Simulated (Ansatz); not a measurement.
**CH5AlBF2N: two geometries relaxed**

Aim: relax the geometries before and after the shift of H9 from C2 to B4, and see whether they are two minima and how far apart in energy. SMILES of the start: NC(F)[B](F)[AlH2].

Program: Ansatz 0.2.0. Level of theory: RKS PBE0/6-31G*. These are calculated values, not measurements.

### Step 1. The starting structure

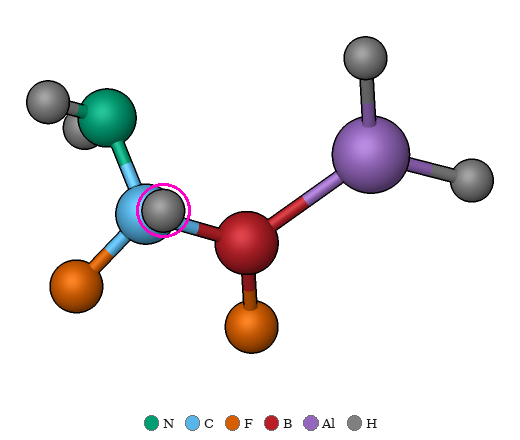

The starting structure, seen from a chosen angle (nitrogen teal, carbon blue, fluorine orange, boron red, aluminium purple, hydrogen grey). Ringed: H9.

As a file:

```xyz
11

N    -0.3303   -1.6372   -0.2460
C     0.5575   -0.5722   -0.7056
F     0.7455   -0.6872   -2.0810
B     0.0670    0.8934   -0.3788
F    -0.2673    1.8132   -1.4607
Al   -0.3069    1.4893    1.5840
H     0.1004   -2.5224   -0.3941
H    -1.1792   -1.5538   -0.8898
H     1.5329   -0.6795   -0.1320
H    -0.8477    2.9425    1.9267
H    -0.0065    0.4569    2.7978
```

### Step 2. Relaxing end A

Contents of input.yaml:

```yaml
crystal:
  periodic: [false, false, false]
  atoms:
    - { symbol: "N", position_ang: [-0.3303, -1.6372, -0.246] }
    - { symbol: C, position_ang: [0.5575, -0.5722, -0.7056] }
    - { symbol: F, position_ang: [0.7455, -0.6872, -2.081] }
    - { symbol: B, position_ang: [0.067, 0.8934, -0.3788] }
    - { symbol: F, position_ang: [-0.2673, 1.8132, -1.4607] }
    - { symbol: Al, position_ang: [-0.3069, 1.4893, 1.584] }
    - { symbol: H, position_ang: [0.1004, -2.5224, -0.3941] }
    - { symbol: H, position_ang: [-1.1792, -1.5538, -0.8898] }
    - { symbol: H, position_ang: [1.5329, -0.6795, -0.132] }
    - { symbol: H, position_ang: [-0.8477, 2.9425, 1.9267] }
    - { symbol: H, position_ang: [-0.0065, 0.4569, 2.7978] }
basis:
  gaussian: { orbitals: "6-31G*" }
hamiltonian:
  xc: pbe0
relax:
  f_tol: 0.02
  max_steps: 50
```

Run with:

```console
ansatz run input.yaml --threads 2 --pin off --max-ram 3072MiB --backend cpu --events-out ev --progress --plain --runs-dir out
```

Standard output, shortened:

```text
Warning: RAYON_NUM_THREADS=2 ignored (pool sized by the plan → 2); use --threads N
[...]
Functional definition: PBE0
[...]
1105 factors; integrals over basis functions are off by at most 4.9e-4 eV
[...]
mean field -15302.04900826 eV, -562.3399289522 hartree, gradient 7.2e-5 eV, S^2 0.000000; 0 other end points of the search recorded, 0 dependent functions left out
[...]
reference -15302.04904107 eV, -562.3399301580 hartree; 27, 27 occupied and 77, 77 virtual orbitals, 1105 factors
relax step   1: F+E_penalty+E_count = -15302.04900826 eV  Δ(F+E_penalty+E_count) = +0.000e0 eV  max|allowed force component| = 2.783e0 eV/Å  Δτ_max = 0.0000 Å  (26 SCF iters, accepted)
[...]
relax step   4: F+E_penalty+E_count = -15302.60561808 eV  Δ(F+E_penalty+E_count) = -3.504e-2 eV  max|allowed force component| = 6.486e-1 eV/Å  Δτ_max = 0.1999 Å  (28 SCF iters, accepted)
[...]
relax step   7: F+E_penalty+E_count = -15302.68471896 eV  Δ(F+E_penalty+E_count) = -2.170e-2 eV  max|allowed force component| = 1.822e-1 eV/Å  Δτ_max = 0.1951 Å  (29 SCF iters, accepted)
[...]
relax step  10: F+E_penalty+E_count = -15302.77011485 eV  Δ(F+E_penalty+E_count) = -3.764e-2 eV  max|allowed force component| = 1.727e-1 eV/Å  Δτ_max = 0.2000 Å  (27 SCF iters, accepted)
[...]
relax step  11: F+E_penalty+E_count = -15302.80949201 eV  Δ(F+E_penalty+E_count) = -3.938e-2 eV  max|allowed force component| = 3.650e-1 eV/Å  Δτ_max = 0.1957 Å  (27 SCF iters, accepted)
[...]
relax step  12: F+E_penalty+E_count = -15302.85472141 eV  Δ(F+E_penalty+E_count) = -4.523e-2 eV  max|allowed force component| = 4.123e-1 eV/Å  Δτ_max = 0.1952 Å  (29 SCF iters, accepted)
[...]
1105 factors; integrals over basis functions are off by at most 5.8e-4 eV
```

### Step 3. The log goes on: end point A relaxed

The log, continued, shortened:

```text
[...]
mean field -15302.89134043 eV, -562.3708840884 hartree, gradient 1.4e-5 eV, S^2 0.000000; 0 other end points of the search recorded, 0 dependent functions left out
[...]
reference -15302.89137323 eV, -562.3708852940 hartree; 27, 27 occupied and 77, 77 virtual orbitals, 1105 factors
relax step  13: F+E_penalty+E_count = -15302.89134043 eV  Δ(F+E_penalty+E_count) = -3.662e-2 eV  max|allowed force component| = 3.917e-1 eV/Å  Δτ_max = 0.1162 Å  (30 SCF iters, accepted)
[...]
relax step  15: F+E_penalty+E_count = -15303.14104742 eV  Δ(F+E_penalty+E_count) = -1.382e-1 eV  max|allowed force component| = 6.550e-1 eV/Å  Δτ_max = 0.1964 Å  (27 SCF iters, accepted)
[...]
relax step  17: F+E_penalty+E_count = -15303.19644761 eV  Δ(F+E_penalty+E_count) = +9.439e-3 eV  max|allowed force component| = 7.915e-1 eV/Å  Δτ_max = 0.2000 Å  (29 SCF iters, rejected (line search))
[...]
Atom 1 at     0.573352    -0.426515    -0.851753 Å, force    -0.015776     0.001184    -0.002344 eV/Å
Atom 2 at     0.417803    -1.024657    -2.083117 Å, force     0.000315    -0.000093     0.000046 eV/Å
Atom 3 at     0.465073     1.175558    -0.651141 Å, force     0.003109     0.002380     0.003178 eV/Å
Atom 4 at     0.839652     2.013054    -1.597914 Å, force     0.001085    -0.000477    -0.000272 eV/Å
Atom 5 at    -0.391521     0.883880     1.302322 Å, force    -0.000094     0.001584    -0.004904 eV/Å
Atom 6 at    -0.252900    -1.861376     0.446069 Å, force    -0.001520    -0.002246     0.001682 eV/Å
Atom 7 at    -1.350869    -0.917767    -0.327025 Å, force    -0.001350    -0.000473     0.000242 eV/Å
Atom 8 at     1.554502    -0.724399    -0.444652 Å, force     0.007800    -0.000951     0.000909 eV/Å
Atom 9 at    -1.947036     1.166079     1.580070 Å, force    -0.000809    -0.001292    -0.000030 eV/Å
Atom 10 at     0.587734     0.574947     2.534360 Å, force     0.000181     0.000464     0.003199 eV/Å
Dipole moment:    -0.023385    -0.641440    -0.150493 e Å
```

Run time: 61 s. Hardware: 2 threads of Arm Neoverse V2, shared host; peak memory 0.23 GiB.

Step by step:

| step | energy from step 1 (eV) | largest force component (eV/Å) |
| --- | --- | --- |
| 1 | 0.0000 | 2.7825 |
| 2 | -0.4176 | 2.1948 |
| 3 | -0.5216 | 1.2557 |
| 4 | -0.5566 | 0.6486 |
| 5 | -0.5860 | 0.2170 |
| 6 | -0.6140 | 0.0938 |
| 7 | -0.6357 | 0.1822 |
| 8 | -0.6584 | 0.2674 |
| 9 | -0.6835 | 0.2877 |
| 10 | -0.7211 | 0.1727 |
| 11 | -0.7605 | 0.3650 |
| 12 | -0.8057 | 0.4123 |
| 13 | -0.8423 | 0.3917 |
| 14 | -0.9538 | 0.4370 |
| 15 | -1.0920 | 0.6550 |
| 16 | -1.1569 | 0.6558 |
| 17x | -1.1474 | 0.7915 |
| 18 | -1.1840 | 0.1382 |
| 19 | -1.1850 | 0.0682 |
| 20 | -1.1860 | 0.0560 |
| 21 | -1.1861 | 0.0158 |

Step 1 is the start. 1 step was tried and not accepted (marked x).

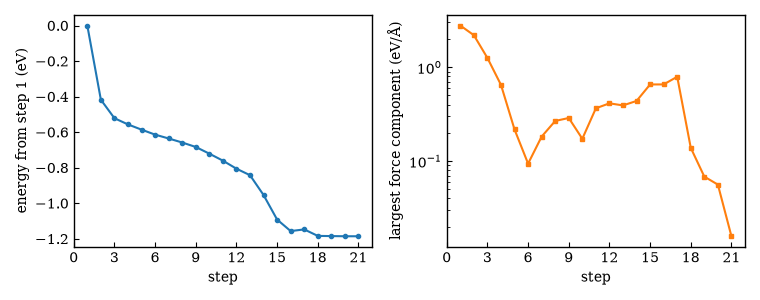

Energy and largest force along the relaxation.

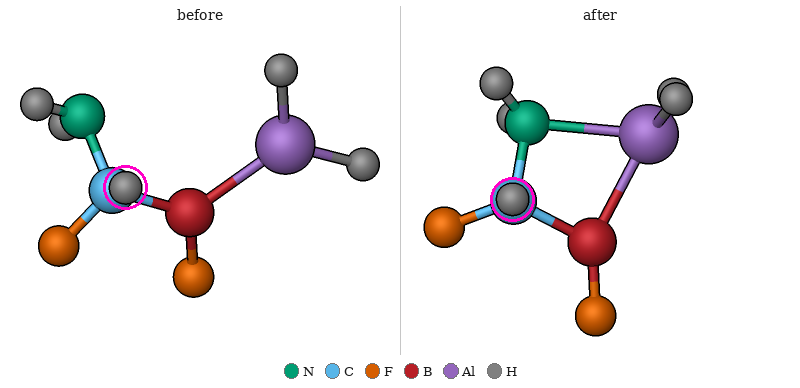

Before and after, at one scale.

After: Bond lengths: N1–C2 1.476 Å, C2–F3 1.378 Å, C2–B4 1.618 Å, B4–F5 1.318 Å, N1–Al6 2.157 Å, B4–Al6 2.153 Å, N1–H7 1.018 Å, N1–H8 1.020 Å, C2–H9 1.103 Å, Al6–H10 1.605 Å, Al6–H11 1.604 Å. Angles (14 of 21 angles, heavy atoms first): N1–C2–F3 111.3°, N1–C2–B4 101.6°, F3–C2–B4 122.2°, C2–N1–Al6 94.1°, C2–B4–F5 121.4°, C2–B4–Al6 90.3°, F5–B4–Al6 148.3°, N1–Al6–B4 67.7°, N1–C2–H9 105.9°, F3–C2–H9 108.2°, B4–C2–H9 106.3°, C2–N1–H7 113.8°, C2–N1–H8 109.4°, Al6–N1–H7 126.3°.

Pairs that crossed the distance rule for bonds on the way: came closer N1–Al6.

### Step 4. Relaxing end B

The second end starts from a geometry with the move made by hand.

input.yaml: that of step 2 with these lines changed.

```diff
@@ -11,3 +11,3 @@
     - { symbol: H, position_ang: [-1.1792, -1.5538, -0.8898] }
-    - { symbol: H, position_ang: [1.5329, -0.6795, -0.132] }
+    - { symbol: H, position_ang: [1.2121, 0.68055, -0.26769] }
     - { symbol: H, position_ang: [-0.8477, 2.9425, 1.9267] }
```

Run with:

```console
ansatz run input.yaml --threads 2 --pin off --max-ram 3072MiB --backend cpu --events-out ev --progress --plain --runs-dir out
```

Standard output, shortened:

```text
Warning: RAYON_NUM_THREADS=2 ignored (pool sized by the plan → 2); use --threads N
[...]
Functional definition: PBE0
[...]
1107 factors; integrals over basis functions are off by at most 4.9e-4 eV
[...]
mean field -15298.66660268 eV, -562.2156278400 hartree, gradient 4.8e-5 eV, S^2 0.000000; 0 other end points of the search recorded, 0 dependent functions left out
[...]
reference -15298.66663555 eV, -562.2156290479 hartree; 27, 27 occupied and 77, 77 virtual orbitals, 1107 factors
relax step   1: F+E_penalty+E_count = -15298.66660268 eV  Δ(F+E_penalty+E_count) = +0.000e0 eV  max|allowed force component| = 6.414e0 eV/Å  Δτ_max = 0.0000 Å  (31 SCF iters, accepted)
[...]
relax step   5: F+E_penalty+E_count = -15301.79210992 eV  Δ(F+E_penalty+E_count) = -2.462e-1 eV  max|allowed force component| = 1.796e0 eV/Å  Δτ_max = 0.1949 Å  (28 SCF iters, accepted)
[...]
relax step   9: F+E_penalty+E_count = -15302.41367307 eV  Δ(F+E_penalty+E_count) = -1.589e-1 eV  max|allowed force component| = 7.147e-1 eV/Å  Δτ_max = 0.1951 Å  (31 SCF iters, accepted)
[...]
relax step  13: F+E_penalty+E_count = -15302.64102192 eV  Δ(F+E_penalty+E_count) = -1.528e-2 eV  max|allowed force component| = 1.271e0 eV/Å  Δτ_max = 0.1953 Å  (29 SCF iters, accepted)
[...]
relax step  15: F+E_penalty+E_count = -15302.72802540 eV  Δ(F+E_penalty+E_count) = -3.549e-2 eV  max|allowed force component| = 3.914e-1 eV/Å  Δτ_max = 0.2000 Å  (30 SCF iters, accepted)
[...]
relax step  16: F+E_penalty+E_count = -15302.76266012 eV  Δ(F+E_penalty+E_count) = -3.463e-2 eV  max|allowed force component| = 2.572e-1 eV/Å  Δτ_max = 0.1959 Å  (30 SCF iters, accepted)
[...]
1107 factors; integrals over basis functions are off by at most 5.1e-4 eV
[...]
```

### Step 5. More of the same log: end point B relaxed

Output, continued:

```text
mean field -15302.79746523 eV, -562.3674342385 hartree, gradient 2.7e-5 eV, S^2 0.000000; 0 other end points of the search recorded, 0 dependent functions left out
the calculation of the forces begins
reference -15302.79749858 eV, -562.3674354641 hartree; 27, 27 occupied and 77, 77 virtual orbitals, 1107 factors
relax step  17: F+E_penalty+E_count = -15302.79746523 eV  Δ(F+E_penalty+E_count) = -3.481e-2 eV  max|allowed force component| = 2.282e-1 eV/Å  Δτ_max = 0.1968 Å  (28 SCF iters, accepted)
these checks for a lower state are left out or cut short: starts, cluster_reference, orbital_swaps, neighbouring_geometries, increment
1107 factors; integrals over basis functions are off by at most 5.8e-4 eV
mean field -15302.83794625 eV, -562.3689218887 hartree, gradient 8.1e-6 eV, S^2 0.000000; 0 other end points of the search recorded, 0 dependent functions left out
the calculation of the forces begins
reference -15302.83797940 eV, -562.3689231068 hartree; 27, 27 occupied and 77, 77 virtual orbitals, 1107 factors
relax step  18: F+E_penalty+E_count = -15302.83794625 eV  Δ(F+E_penalty+E_count) = -4.048e-2 eV  max|allowed force component| = 2.214e-1 eV/Å  Δτ_max = 0.1949 Å  (29 SCF iters, accepted)
these checks for a lower state are left out or cut short: starts, cluster_reference, orbital_swaps, neighbouring_geometries, increment
1107 factors; integrals over basis functions are off by at most 6.0e-4 eV
mean field -15302.89919777 eV, -562.3711728406 hartree, gradient 9.1e-6 eV, S^2 0.000000; 0 other end points of the search recorded, 0 dependent functions left out
the calculation of the forces begins
reference -15302.89923069 eV, -562.3711740504 hartree; 27, 27 occupied and 77, 77 virtual orbitals, 1107 factors
relax step  19: F+E_penalty+E_count = -15302.89919777 eV  Δ(F+E_penalty+E_count) = -6.125e-2 eV  max|allowed force component| = 3.352e-1 eV/Å  Δτ_max = 0.1953 Å  (30 SCF iters, accepted)
these checks for a lower state are left out or cut short: starts, cluster_reference, orbital_swaps, neighbouring_geometries, increment
1107 factors; integrals over basis functions are off by at most 6.2e-4 eV
mean field -15302.97806455 eV, -562.3740711411 hartree, gradient 1.2e-5 eV, S^2 0.000000; 0 other end points of the search recorded, 0 dependent functions left out
the calculation of the forces begins
reference -15302.97809732 eV, -562.3740723455 hartree; 27, 27 occupied and 77, 77 virtual orbitals, 1107 factors
relax step  20: F+E_penalty+E_count = -15302.97806455 eV  Δ(F+E_penalty+E_count) = -7.887e-2 eV  max|allowed force component| = 4.706e-1 eV/Å  Δτ_max = 0.1994 Å  (29 SCF iters, accepted)
these checks for a lower state are left out or cut short: starts, cluster_reference, orbital_swaps, neighbouring_geometries, increment
1107 factors; integrals over basis functions are off by at most 6.2e-4 eV
mean field evaluation 160: about -15303.0820 eV, gradient 1.2e-5 eV
mean field -15303.08197705 eV, -562.3778898553 hartree, gradient 1.2e-5 eV, S^2 0.000000; 0 other end points of the search recorded, 0 dependent functions left out
the calculation of the forces begins
reference -15303.08200955 eV, -562.3778910493 hartree; 27, 27 occupied and 77, 77 virtual orbitals, 1107 factors
relax step  21: F+E_penalty+E_count = -15303.08197705 eV  Δ(F+E_penalty+E_count) = -1.039e-1 eV  max|allowed force component| = 5.943e-1 eV/Å  Δτ_max = 0.1970 Å  (29 SCF iters, accepted)
these checks for a lower state are left out or cut short: starts, cluster_reference, orbital_swaps, neighbouring_geometries, increment
1107 factors; integrals over basis functions are off by at most 5.8e-4 eV
mean field -15303.19424411 eV, -562.3820155935 hartree, gradient 2.0e-5 eV, S^2 0.000000; 0 other end points of the search recorded, 0 dependent functions left out
the calculation of the forces begins
reference -15303.19427584 eV, -562.3820167593 hartree; 27, 27 occupied and 77, 77 virtual orbitals, 1107 factors
relax step  22: F+E_penalty+E_count = -15303.19424411 eV  Δ(F+E_penalty+E_count) = -1.123e-1 eV  max|allowed force component| = 7.737e-1 eV/Å  Δτ_max = 0.1936 Å  (28 SCF iters, accepted)
these checks for a lower state are left out or cut short: starts, cluster_reference, orbital_swaps, neighbouring_geometries, increment
1107 factors; integrals over basis functions are off by at most 5.7e-4 eV
mean field -15303.20547674 eV, -562.3824283848 hartree, gradient 9.9e-6 eV, S^2 0.000000; 0 other end points of the search recorded, 0 dependent functions left out
the calculation of the forces begins
reference -15303.20550835 eV, -562.3824295465 hartree; 27, 27 occupied and 77, 77 virtual orbitals, 1107 factors
relax step  23: F+E_penalty+E_count = -15303.20547674 eV  Δ(F+E_penalty+E_count) = -1.123e-2 eV  max|allowed force component| = 5.853e-1 eV/Å  Δτ_max = 0.1944 Å  (28 SCF iters, accepted)
these checks for a lower state are left out or cut short: starts, cluster_reference, orbital_swaps, neighbouring_geometries, increment
1107 factors; integrals over basis functions are off by at most 5.7e-4 eV
mean field -15303.22830082 eV, -562.3832671545 hartree, gradient 8.6e-5 eV, S^2 0.000000; 0 other end points of the search recorded, 0 dependent functions left out
the calculation of the forces begins
reference -15303.22833238 eV, -562.3832683142 hartree; 27, 27 occupied and 77, 77 virtual orbitals, 1107 factors
relax step  24: F+E_penalty+E_count = -15303.22830082 eV  Δ(F+E_penalty+E_count) = -2.282e-2 eV  max|allowed force component| = 3.631e-1 eV/Å  Δτ_max = 0.0718 Å  (28 SCF iters, accepted)
these checks for a lower state are left out or cut short: starts, cluster_reference, orbital_swaps, neighbouring_geometries, increment
1107 factors; integrals over basis functions are off by at most 5.6e-4 eV
mean field -15303.22047934 eV, -562.3829797205 hartree, gradient 1.4e-5 eV, S^2 0.000000; 0 other end points of the search recorded, 0 dependent functions left out
the calculation of the forces begins
reference -15303.22051106 eV, -562.3829808859 hartree; 27, 27 occupied and 77, 77 virtual orbitals, 1107 factors
relax step  25: F+E_penalty+E_count = -15303.22047934 eV  Δ(F+E_penalty+E_count) = +7.821e-3 eV  max|allowed force component| = 4.925e-1 eV/Å  Δτ_max = 0.0524 Å  (31 SCF iters, rejected (line search))
these checks for a lower state are left out or cut short: starts, cluster_reference, orbital_swaps, neighbouring_geometries, increment
1107 factors; integrals over basis functions are off by at most 5.6e-4 eV
mean field evaluation 192: about -15303.2346 eV, gradient 8.6e-5 eV
mean field -15303.23461433 eV, -562.3834991716 hartree, gradient 8.6e-5 eV, S^2 0.000000; 0 other end points of the search recorded, 0 dependent functions left out
the calculation of the forces begins
reference -15303.23464594 eV, -562.3835003333 hartree; 27, 27 occupied and 77, 77 virtual orbitals, 1107 factors
relax step  26: F+E_penalty+E_count = -15303.23461433 eV  Δ(F+E_penalty+E_count) = -6.314e-3 eV  max|allowed force component| = 6.301e-2 eV/Å  Δτ_max = 0.0258 Å  (28 SCF iters, accepted)
these checks for a lower state are left out or cut short: starts, cluster_reference, orbital_swaps, neighbouring_geometries, increment
1107 factors; integrals over basis functions are off by at most 5.7e-4 eV
mean field -15303.23499431 eV, -562.3835131357 hartree, gradient 1.8e-5 eV, S^2 0.000000; 0 other end points of the search recorded, 0 dependent functions left out
the calculation of the forces begins
reference -15303.23502596 eV, -562.3835142986 hartree; 27, 27 occupied and 77, 77 virtual orbitals, 1107 factors
relax step  27: F+E_penalty+E_count = -15303.23499431 eV  Δ(F+E_penalty+E_count) = -3.800e-4 eV  max|allowed force component| = 1.990e-2 eV/Å  Δτ_max = 0.0157 Å  (24 SCF iters, accepted)
1107 factors; integrals over basis functions are off by at most 5.7e-4 eV
mean field -15303.23499431 eV, -562.3835131357 hartree, gradient 1.8e-5 eV, S^2 0.000000; 1 other end points of the search recorded, 0 dependent functions left out
the calculation of the forces begins
reference -15303.23502596 eV, -562.3835142986 hartree; 27, 27 occupied and 77, 77 virtual orbitals, 1107 factors
Total energy: -15303.23502596 eV, -562.3835142986 hartree
Atom 0 at    -0.397624    -0.819337     0.106472 Å, force    -0.004997     0.011643     0.019900 eV/Å
Atom 1 at     0.522882    -0.258442    -0.900387 Å, force     0.001313    -0.001010    -0.016818 eV/Å
Atom 2 at     0.326956    -0.838234    -2.135421 Å, force     0.005746     0.006896     0.012277 eV/Å
Atom 3 at     0.344648     1.331814    -0.658971 Å, force     0.004078     0.000361    -0.004825 eV/Å
Atom 4 at     0.633526     2.204461    -1.604058 Å, force    -0.000361     0.003564     0.000020 eV/Å
Atom 5 at    -0.405657     0.966254     1.325326 Å, force    -0.003838    -0.013177    -0.011554 eV/Å
Atom 6 at    -0.149840    -1.757857     0.413113 Å, force    -0.002490    -0.004851    -0.003795 eV/Å
Atom 7 at    -1.338386    -0.867095    -0.285748 Å, force    -0.002689    -0.002672     0.005127 eV/Å
Atom 8 at     1.540499    -0.512759    -0.557672 Å, force    -0.001067     0.001365     0.004142 eV/Å
Atom 9 at    -1.964194     1.153838     1.662852 Å, force     0.002482    -0.000529    -0.000109 eV/Å
Atom 10 at     0.631790     0.700407     2.519305 Å, force     0.001825    -0.001589    -0.004368 eV/Å
Dipole moment:     0.011546    -0.640488    -0.158295 e Å
```

It took 78 s on 2 threads of Arm Neoverse V2, shared host; peak memory 0.23 GiB.

Relaxation path:

| step | energy from step 1 (eV) | largest force component (eV/Å) |
| --- | --- | --- |
| 1 | 0.0000 | 6.4143 |
| 2 | -1.6956 | 2.7986 |
| 3 | -2.5062 | 1.6543 |
| 4 | -2.8793 | 1.5700 |
| 5 | -3.1255 | 1.7956 |
| 6 | -3.2972 | 1.4937 |
| 7 | -3.4087 | 0.6770 |
| 8 | -3.5882 | 0.7685 |
| 9 | -3.7471 | 0.7147 |
| 10 | -3.8714 | 0.6725 |
| 11 | -3.9225 | 0.5319 |
| 12 | -3.9591 | 0.5083 |
| 13 | -3.9744 | 1.2707 |
| 14 | -4.0259 | 0.2695 |
| 15 | -4.0614 | 0.3914 |
| 16 | -4.0961 | 0.2572 |
| 17 | -4.1309 | 0.2282 |
| 18 | -4.1713 | 0.2214 |
| 19 | -4.2326 | 0.3352 |
| 20 | -4.3115 | 0.4706 |
| 21 | -4.4154 | 0.5943 |
| 22 | -4.5276 | 0.7737 |
| 23 | -4.5389 | 0.5853 |
| 24 | -4.5617 | 0.3631 |
| 25x | -4.5539 | 0.4925 |
| 26 | -4.5680 | 0.0630 |
| 27 | -4.5684 | 0.0199 |

Step 1 is the start. 1 step was tried and not accepted (marked x).

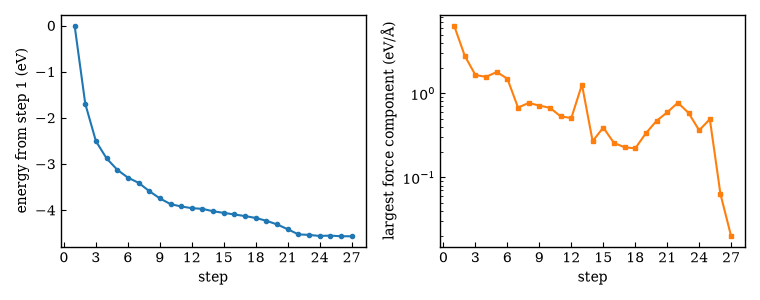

How energy and force went from step to step.

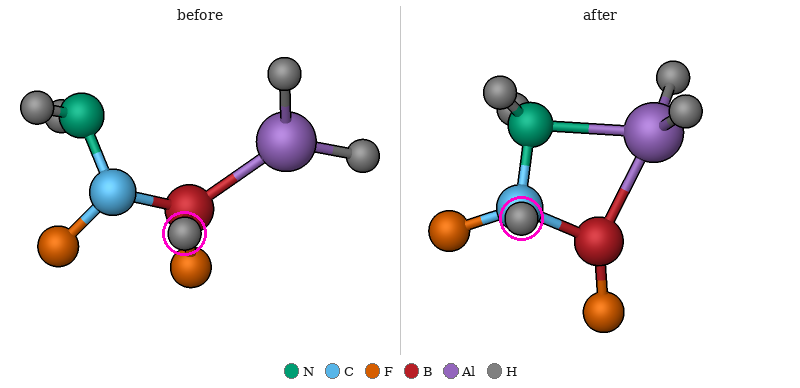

The structure before (left) and after (right), drawn at the same scale.

After: Bond lengths: N1–C2 1.475 Å, C2–F3 1.378 Å, C2–B4 1.618 Å, B4–F5 1.318 Å, N1–Al6 2.162 Å, B4–Al6 2.153 Å, N1–H7 1.018 Å, N1–H8 1.020 Å, C2–H9 1.103 Å, Al6–H10 1.606 Å, Al6–H11 1.604 Å. Angles (14 of 21 angles, heavy atoms first): N1–C2–F3 111.3°, N1–C2–B4 101.7°, F3–C2–B4 122.1°, C2–N1–Al6 94.2°, C2–B4–F5 121.3°, C2–B4–Al6 90.5°, F5–B4–Al6 148.2°, N1–Al6–B4 67.6°, N1–C2–H9 106.0°, F3–C2–H9 108.2°, B4–C2–H9 106.4°, C2–N1–H7 113.8°, C2–N1–H8 109.3°, Al6–N1–H7 126.3°.

Pairs that crossed the distance rule for bonds on the way: came closer N1–Al6, C2–H9; moved apart B4–H9.

### Step 6. Results

| quantity | value |
| --- | --- |
| end A | 19 moves, 1.186 eV lower |
| end B | 25 moves, 4.568 eV lower |
| largest difference between the ends | 0.02 Å |
| end B relative to end A | +0.000 eV |

**Reading.** The two relaxations end at one structure, within 0.02 Å: no second minimum was found from this start, which doesn't rule one out.
